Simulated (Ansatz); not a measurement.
# C12H26O: a spread of methods and bases, part 2 of 2

Ansatz 0.2.0, Gaussian basis; the settings change from run to run. Earlier steps stand in the parts before.

### 5 BHLYP/6-31G*

File in.yaml:

```yaml
crystal:
  periodic: [false, false, false]
  atoms:
    - {symbol: C, position_ang: [-5.713495, 1.012412, -0.318929]}
    - {symbol: C, position_ang: [-4.473762, 0.197447, -0.689283]}
    - {symbol: C, position_ang: [-3.633785, -0.212419, 0.525666]}
    - {symbol: C, position_ang: [-2.428739, -1.108731, 0.204163]}
    - {symbol: C, position_ang: [-1.387441, -0.503969, -0.752254]}
    - {symbol: C, position_ang: [-0.783275, 0.836266, -0.304225]}
    - {symbol: C, position_ang: [-0.099541, 0.821614, 1.072978]}
    - {symbol: C, position_ang: [1.031142, -0.204249, 1.238824]}
    - {symbol: C, position_ang: [2.198896, -0.034430, 0.261896]}
    - {symbol: C, position_ang: [3.350425, -1.013608, 0.519427]}
    - {symbol: C, position_ang: [4.499222, -0.944075, -0.492242]}
    - {symbol: C, position_ang: [5.262767, 0.374736, -0.492389]}
    - {symbol: O, position_ang: [6.349146, 0.255404, -1.395643]}
    - {symbol: H, position_ang: [-5.437005, 1.947714, 0.212043]}
    - {symbol: H, position_ang: [-6.386573, 0.440790, 0.354417]}
    - {symbol: H, position_ang: [-6.301920, 1.299170, -1.214075]}
    - {symbol: H, position_ang: [-3.848513, 0.782591, -1.398754]}
    - {symbol: H, position_ang: [-4.778635, -0.717647, -1.245774]}
    - {symbol: H, position_ang: [-4.289055, -0.745039, 1.250495]}
    - {symbol: H, position_ang: [-3.294558, 0.704519, 1.058671]}
    - {symbol: H, position_ang: [-2.797684, -2.062441, -0.234639]}
    - {symbol: H, position_ang: [-1.933721, -1.395714, 1.157511]}
    - {symbol: H, position_ang: [-1.841233, -0.367876, -1.757801]}
    - {symbol: H, position_ang: [-0.573827, -1.247054, -0.901920]}
    - {symbol: H, position_ang: [-0.056785, 1.171573, -1.075919]}
    - {symbol: H, position_ang: [-1.575363, 1.616679, -0.295700]}
    - {symbol: H, position_ang: [-0.861164, 0.644211, 1.863269]}
    - {symbol: H, position_ang: [0.305086, 1.838120, 1.276258]}
    - {symbol: H, position_ang: [0.625419, -1.236663, 1.144481]}
    - {symbol: H, position_ang: [1.421277, -0.138341, 2.278765]}
    - {symbol: H, position_ang: [2.567042, 1.014558, 0.320706]}
    - {symbol: H, position_ang: [1.843401, -0.167933, -0.784325]}
    - {symbol: H, position_ang: [2.942943, -2.048364, 0.523843]}
    - {symbol: H, position_ang: [3.749559, -0.848236, 1.546529]}
    - {symbol: H, position_ang: [4.118127, -1.128069, -1.521026]}
    - {symbol: H, position_ang: [5.233985, -1.751820, -0.287483]}
    - {symbol: H, position_ang: [4.579253, 1.211579, -0.781596]}
    - {symbol: H, position_ang: [5.608093, 0.594782, 0.551400]}
    - {symbol: H, position_ang: [6.810300, 1.112503, -1.417324]}
basis:
  gaussian: {orbitals: "6-31G*"}
hamiltonian: {xc: {name: BHLYP}}
output: {forces: true}
```

On the command line:

```bash
ansatz run in.yaml --threads 6 --pin off --events-out ev --progress --plain --max-ram 7833MiB
```

Output:

```text
Functional definition: BHLYP
  name "BHLYP"
  cite "Becke, J. Chem. Phys. 98, 1372 (1993) doi:10.1063/1.464304"
  cite "Becke, Phys. Rev. A 38, 3098 (1988) doi:10.1103/PhysRevA.38.3098"
  cite "Lee, Yang & Parr, Phys. Rev. B 37, 785 (1988) doi:10.1103/PhysRevB.37.785"
  parameter a = 0.5
  exchange = (1 - a)*b88_x + a*exact_x
  correlation = lyp_c
2693 factors; integrals over basis functions are off by at most 7.3e-4 eV
mean field evaluation 1: about -14894.9194 eV, gradient 7.0e1 eV
mean field evaluation 2: about -14898.3239 eV, gradient 6.0e1 eV
mean field evaluation 4: about -14906.3274 eV, gradient 2.9e0 eV
mean field evaluation 8: about -14906.3146 eV, gradient 8.4e-2 eV
mean field -14906.31461724 eV, -547.7969583205 hartree, gradient 6.9e-5 eV, S^2 0.000000; 0 other end points of the search recorded, 0 dependent functions left out
the calculation of the forces begins
reference -14906.31487151 eV, -547.7969676649 hartree; 53, 53 occupied and 194, 194 virtual orbitals, 2693 factors
Total energy: -14906.31487151 eV, -547.7969676649 hartree
Atom 0 at    -5.713495     1.012412    -0.318929 Å, force    -0.438685     0.284998     0.205054 eV/Å
Atom 1 at    -4.473762     0.197447    -0.689283 Å, force     0.196723    -0.192167    -0.626764 eV/Å
Atom 2 at    -3.633785    -0.212419     0.525666 Å, force    -0.186973     0.239562     0.595108 eV/Å
Atom 3 at    -2.428739    -1.108731     0.204163 Å, force     0.029496    -0.553636     0.209879 eV/Å
Atom 4 at    -1.387441    -0.503969    -0.752254 Å, force     0.144443    -0.265869    -0.518961 eV/Å
Atom 5 at    -0.783275     0.836266    -0.304225 Å, force    -0.017610     0.494554    -0.340612 eV/Å
Atom 6 at    -0.099541     0.821614     1.072978 Å, force    -0.132364     0.380244     0.431040 eV/Å
Atom 7 at     1.031142    -0.204249     1.238824 Å, force     0.023861    -0.512232     0.430442 eV/Å
Atom 8 at     2.198896    -0.034430     0.261896 Å, force     0.018206     0.466529    -0.513867 eV/Å
Atom 9 at     3.350425    -1.013608     0.519427 Å, force    -0.024120    -0.374528     0.553191 eV/Å
Atom 10 at     4.499222    -0.944075    -0.492242 Å, force     0.255819    -0.440087    -0.505585 eV/Å
Atom 11 at     5.262767     0.374736    -0.492389 Å, force    -0.337267     0.436919     0.459110 eV/Å
Atom 12 at     6.349146     0.255404    -1.395643 Å, force    -0.001740     0.864064     0.355012 eV/Å
Atom 13 at    -5.437005     1.947714     0.212043 Å, force    -0.158340    -0.612476    -0.354948 eV/Å
Atom 14 at    -6.386573     0.440790     0.354417 Å, force     0.452947     0.354760    -0.447702 eV/Å
Atom 15 at    -6.301920     1.299170    -1.214075 Å, force     0.409884    -0.204998     0.566182 eV/Å
Atom 16 at    -3.848513     0.782591    -1.398754 Å, force    -0.425525    -0.361359     0.489156 eV/Å
Atom 17 at    -4.778635    -0.717647    -1.245774 Å, force     0.168030     0.598933     0.383315 eV/Å
Atom 18 at    -4.289055    -0.745039     1.250495 Å, force     0.425651     0.313467    -0.489026 eV/Å
Atom 19 at    -3.294558     0.704519     1.058671 Å, force    -0.209135    -0.603398    -0.374806 eV/Å
Atom 20 at    -2.797684    -2.062441    -0.234639 Å, force     0.232480     0.631229     0.259127 eV/Å
Atom 21 at    -1.933721    -1.395714     1.157511 Å, force    -0.325566     0.218372    -0.621842 eV/Å
Atom 22 at    -1.841233    -0.367876    -1.757801 Å, force     0.279307    -0.067254     0.674576 eV/Å
Atom 23 at    -0.573827    -1.247054    -0.901920 Å, force    -0.532175     0.488080     0.131825 eV/Å
Atom 24 at    -0.056785     1.171573    -1.075919 Å, force    -0.463107    -0.246704     0.512711 eV/Å
Atom 25 at    -1.575363     1.616679    -0.295700 Å, force     0.509280    -0.528982     0.021971 eV/Å
Atom 26 at    -0.861164     0.644211     1.863269 Å, force     0.503530     0.088120    -0.529618 eV/Å
Atom 27 at     0.305086     1.838120     1.276258 Å, force    -0.248537    -0.657616    -0.155228 eV/Å
Atom 28 at     0.625419    -1.236663     1.144481 Å, force     0.257188     0.693247     0.037546 eV/Å
Atom 29 at     1.421277    -0.138341     2.278765 Å, force    -0.252595    -0.004506    -0.670114 eV/Å
Atom 30 at     2.567042     1.014558     0.320706 Å, force    -0.234750    -0.687098    -0.010277 eV/Å
Atom 31 at     1.843401    -0.167933    -0.784325 Å, force     0.222280     0.068293     0.695919 eV/Å
Atom 32 at     2.942943    -2.048364     0.523843 Å, force     0.272938     0.670594    -0.034272 eV/Å
Atom 33 at     3.749559    -0.848236     1.546529 Å, force    -0.249363    -0.089854    -0.675755 eV/Å
Atom 34 at     4.118127    -1.128069    -1.521026 Å, force     0.234842     0.127401     0.693231 eV/Å
Atom 35 at     5.233985    -1.751820    -0.287483 Å, force    -0.507670     0.524423    -0.103593 eV/Å
Atom 36 at     4.579253     1.211579    -0.781596 Å, force     0.602533    -0.613493     0.123138 eV/Å
Atom 37 at     5.608093     0.594782     0.551400 Å, force    -0.132235    -0.159634    -0.837626 eV/Å
Atom 38 at     6.810300     1.112503    -1.417324 Å, force    -0.361682    -0.767898    -0.016934 eV/Å
Dipole moment:    -0.085195     0.268434     0.159293 e Å
```

It took 4.3 s on 6 threads of Intel Xeon 6975P-C, shared host; peak memory 1 GiB.

Largest force 0.934 eV/Å, dipole 1.55 D.

### 6 The runs in one table

```tsv
level	charge	multiplicity	geometry	functions	energy (eV)	time
revPBE/def2-mTZVP	0	1	relaxed	330	-14915.119	4.1 s
PBEsol/cc-pVDZ	0	1	relaxed	312	-14838.489	3.1 s
r2SCAN0/STO-3G	0	3	relaxed	91	-14717.828	11 s
BHLYP/6-31G*	0	1	relaxed	247	-14906.315	4.3 s
```

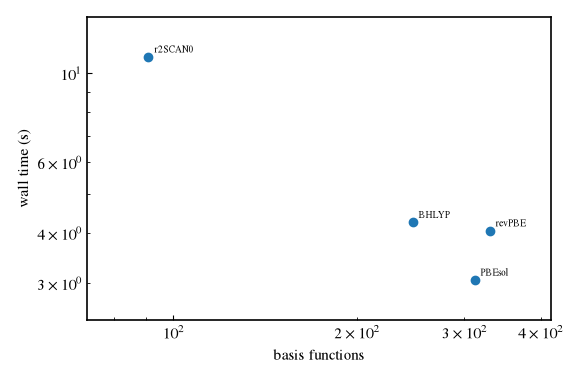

Wall time against the number of basis functions (shared host).

### 7 Summary of results

This closing draws on all 2 parts.

| quantity | value |
| --- | --- |
| runs | 4 |
| quickest | PBEsol/cc-pVDZ, 3.1 s |
| slowest | r2SCAN0/STO-3G, 11 s |
| spread of total energies, same state and geometry | 76.6 eV |
| dipole, same state and geometry | 1.31 to 1.55 D |

What this shows: Run time spans a factor of 4, from PBEsol/cc-pVDZ to r2SCAN0/STO-3G. The jobs differ in tasks and options as well as level. Total energies at one charge and spin differ by 77 eV between levels, so only differences within one level mean anything. At the PBE-D4/def2-SVP geometry and in the same state, runs without warnings or point charges leave forces up to 1.00 eV/Å (revPBE/def2-mTZVP). At that geometry and state the dipole changes by 19 % between the lowest and highest value.
